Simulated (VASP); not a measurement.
Band structure of SrO (space group Fm-3m). These are LDA (Ceperley-Alder, Perdew-Zunger) with spin-orbit coupling, VASP's LDA PAW potentials (set 64) (plane waves; VASP 6.6.1) values and carry that method's errors.

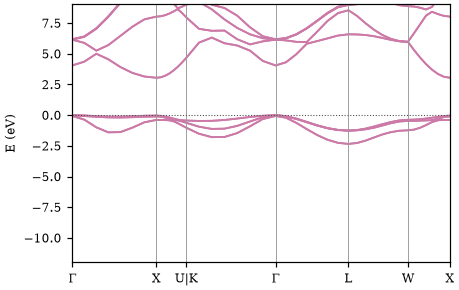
Fig. 1. Bands along high-symmetry lines, zero at the valence-band maximum or, without a gap, the Fermi level

Problem. Read the plot: is there a gap, and where are the band edges?

Solution. The gap is indirect, 3.04 eV, from the valence maximum at Γ to the conduction minimum at X.

The structure comes from a computed database's SrO entry (Fm-3m); how it stands against other phases isn't given here. It was relaxed first, which changed the volume by -5 %.
